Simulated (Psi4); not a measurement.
**CF (SMILES [C]F): UB3LYP/6-31G(d) (spherical functions)**

Aim: the vertical doublet–quartet gap of CF at UB3LYP/6-31G* (spherical functions), from 2 runs. 

The results are computed with Psi4 1.11.

### Step 1. Starting point

CF: 2 atoms, total charge 0, spin state doublet. As SMILES, `[C]F`. Geometry: relaxed at PBE0-D4/def2-TZVP.

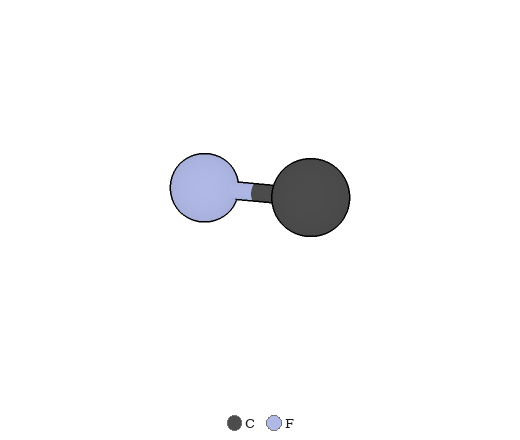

Viewed from a chosen angle; carbon dark grey, fluorine light blue.

### Step 2. The energy at UB3LYP/6-31G(d) (spherical functions)

The input, calc.py:

```python
import psi4

psi4.set_memory(1600000000)
psi4.set_num_threads(1)
psi4.core.set_output_file('run.log', False)

mol = psi4.geometry("""
0 2
C      0.000000     0.000000     0.003080
F      0.000000     0.000000     1.271320
units angstrom
symmetry c1
""")

options = {'basis': '6-31G*', 'reference': 'uks', 'puream': True, 'e_convergence': 1e-09, 'd_convergence': 1e-08, 'scf_type': 'pk', 'dft_radial_points': 99, 'dft_spherical_points': 590, 'maxiter': 100}
psi4.set_options(options)

result, w = psi4.energy('B3LYP', molecule=mol, return_wfn=True)
psi4.oeprop(w, 'QUADRUPOLE', 'MULLIKEN_CHARGES', 'MAYER_INDICES')
print(f'B3LYP energy: {result:.10f} Eh')
for k, v in sorted(psi4.core.scalar_variables().items()):
    print(f'{k:45s} {v:18.10f}')
```

On the command line:

```
$ python calc.py
```

run.log:

```text
[...]
  Running in c1 symmetry.
[...]
  Nuclear repulsion =   22.531673323803066
[...]
  Multiplicity = 2
[...]
  Nalpha       = 8
  Nbeta        = 7
[...]
    Number of basis functions: 28
[...]
   @UKS iter   1:  -137.76075627347461   -3.37457e-01   5.52971e-03 DIIS/ADIIS
[...]
   @UKS iter  10:  -137.77403535130713   -3.43903e-12   8.34950e-09 DIIS
[...]
   @S^2 Observed:                7.525567923E-01
[...]
    Orbital Energies [Eh]
    ---------------------
    Alpha Occupied:
       1A    -24.791495     2A    -10.313772     3A     -1.320423
       4A     -0.684724     5A     -0.542305     6A     -0.530826
       7A     -0.400596     8A     -0.198188
    Alpha Virtual:
       9A     -0.089747    10A      0.185208    11A      0.500634
      12A      0.522087    13A      0.540122    14A      0.593816
      15A      1.132213    16A      1.167929    17A      1.169537
      18A      1.485017    19A      1.487734    20A      1.525729
      21A      1.531412    22A      1.808581    23A      1.890279
      24A      1.893787    25A      2.148588    26A      2.482605
[...]
  @UKS Final Energy:  -137.77403535130713
   => Energetics <=
    Nuclear Repulsion Energy =             22.5316733238030658
    One-Electron Energy =                -234.2191498896737016
    Two-Electron Energy =                  86.6488386029193123
    DFT Exchange-Correlation Energy =     -12.7353973883558194
    Empirical Dispersion Energy =           0.0000000000000000
    VV10 Nonlocal Energy =                  0.0000000000000000
    Total Energy =                       -137.7740353513071341
[...]
 Multipole Moments:
 ------------------------------------------------------------------------------------
     Multipole            Electronic (a.u.)      Nuclear  (a.u.)        Total (a.u.)
 ------------------------------------------------------------------------------------
 L = 1.  Multiply by 2.5417464519 to convert [e a0] to [Debye]
 Dipole X            :         -0.0000000            0.0000000           -0.0000000
 Dipole Y            :         -0.0000000            0.0000000           -0.0000000
 Dipole Z            :          0.7870872           -0.4631463            0.3239409
 Magnitude           :                                                    0.3239409
 L = 2.  Multiply by 1.3450342976 to convert [e a0^2] to [Debye ang]
 Quadrupole XX       :         -7.0492942            0.0000000           -7.0492942
 Quadrupole XY       :          0.4409153            0.0000000            0.4409153
[...]
  Mulliken Charges: (a.u.)
   Center  Symbol    Alpha    Beta     Spin     Total
       1     C     3.40274  2.47236  0.93038  0.12490
       2     F     4.59726  4.52764  0.06962 -0.12490
   Total alpha =  8.00000, Total beta =  7.00000, Total charge =  0.00000
  Mayer Bond Indices:
  Total Bond Index:
  Irrep: 1 Size: 2 x 2
                 1                   2
[...]
```

Standard output:

```text
B3LYP energy: -137.7740353513 Eh
CURRENT ENERGY                                   -137.7740353513
CURRENT REFERENCE ENERGY                         -137.7740353513
DD SOLVATION ENERGY                                 0.0000000000
DFT FUNCTIONAL TOTAL ENERGY                      -137.7740353513
DFT TOTAL ENERGY                                 -137.7740353513
DFT VV10 ENERGY                                     0.0000000000
DFT XC ENERGY                                     -12.7353973884
GRID ELECTRONS ALPHA                                8.0000000039
GRID ELECTRONS BETA                                 7.0000000037
GRID ELECTRONS TOTAL                               15.0000000077
NUCLEAR REPULSION ENERGY                           22.5316733238
ONE-ELECTRON ENERGY                              -234.2191498897
PCM POLARIZATION ENERGY                             0.0000000000
PE ENERGY                                           0.0000000000
SCF ITERATION ENERGY                             -137.7740353513
SCF ITERATIONS                                     10.0000000000
SCF TOTAL ENERGY                                 -137.7740353513
TWO-ELECTRON ENERGY                                86.6488386029
XC GRID RADIAL POINTS                              99.0000000000
XC GRID SPHERICAL POINTS                          590.0000000000
XC GRID TOTAL POINTS                           110907.0000000000
```

Wall time 3.6 s (1 thread of AMD EPYC 9B14 (Zen 4), shared host); peak memory 0.29 GiB.

### Step 3. The quartet, same level

The input, input.dat:

```
memory 1.6 GB

molecule geom {
  0 4
  C
  F 1 1.26824
  units angstrom
  symmetry c1
}

set {
  basis 6-31G*
  reference uks
  puream true
  e_convergence 1e-09
  d_convergence 1e-08
  scf_type pk
  dft_radial_points 99
  dft_spherical_points 590
  maxiter 100
}

e, wfn = energy("b3lyp", return_wfn=True)
```

On the command line:

```
$ psi4 -n 1 input.dat output.dat
```

output.dat:

```text
[...]
  Running in c1 symmetry.
[...]
  Nuclear repulsion =   22.531673323803066
[...]
  Multiplicity = 4
[...]
  Nalpha       = 9
  Nbeta        = 6
[...]
    Number of basis functions: 28
[...]
   @UKS iter   1:  -137.62395936350080   -2.00661e-01   4.85678e-03 DIIS/ADIIS
[...]
   @UKS iter  10:  -137.63484368730582   -1.42109e-13   3.64418e-09 DIIS
[...]
   @S^2 Observed:                3.752233522E+00
[...]
    Orbital Energies [Eh]
    ---------------------
    Alpha Occupied:
       1A    -24.756839     2A    -10.309092     3A     -1.290528
       4A     -0.672180     5A     -0.515627     6A     -0.515627
       7A     -0.475292     8A     -0.216218     9A     -0.216218
    Alpha Virtual:
      10A      0.170833    11A      0.492261    12A      0.492261
      13A      0.526647    14A      0.564199    15A      1.154651
      16A      1.190088    17A      1.190088    18A      1.480336
      19A      1.480336    20A      1.515959    21A      1.515959
      22A      1.833458    23A      1.902263    24A      1.902263
      25A      2.111411    26A      2.475032    27A      2.475032
[...]
  @UKS Final Energy:  -137.63484368730582
   => Energetics <=
    Nuclear Repulsion Energy =             22.5316733238030658
    One-Electron Energy =                -234.3728113484927746
    Two-Electron Energy =                  86.9975351157556958
    DFT Exchange-Correlation Energy =     -12.7912407783718081
    Empirical Dispersion Energy =           0.0000000000000000
    VV10 Nonlocal Energy =                  0.0000000000000000
    Total Energy =                       -137.6348436873058176
[...]
 Multipole Moments:
 ------------------------------------------------------------------------------------
     Multipole            Electronic (a.u.)      Nuclear  (a.u.)        Total (a.u.)
 ------------------------------------------------------------------------------------
 L = 1.  Multiply by 2.5417464519 to convert [e a0] to [Debye]
 Dipole X            :          0.0000000            0.0000000            0.0000000
 Dipole Y            :         -0.0000000            0.0000000           -0.0000000
 Dipole Z            :          0.2698650           -0.4631463           -0.1932813
 Magnitude           :                                                    0.1932813
[...]
```

Run time: 3.9 s. Hardware: 1 thread of AMD EPYC 9B14 (Zen 4), shared host; peak memory 0.29 GiB.

### Step 4. What came out

At UB3LYP/6-31G* (spherical functions):

| quantity | value |
| --- | --- |
| doublet: total energy | -137.77404 Eh |
| doublet: dipole moment | 0.82 D |
| doublet: HOMO energy (highest over α and β) | -5.39 eV |
| doublet: LUMO energy (lowest over α and β) | -2.44 eV |
| doublet: ⟨S²⟩ | 0.753 |
| quartet: total energy | -137.63484 Eh |
| quartet: dipole moment | 0.49 D |
| quartet: HOMO energy (highest over α and β) | -5.88 eV |
| quartet: LUMO energy (lowest over α and β) | -5.78 eV |
| quartet: ⟨S²⟩ | 3.752 |
| vertical energy of the quartet above the doublet | 3.788 eV |

At this shape the quartet lies 3.79 eV (365 kJ/mol) above the doublet.
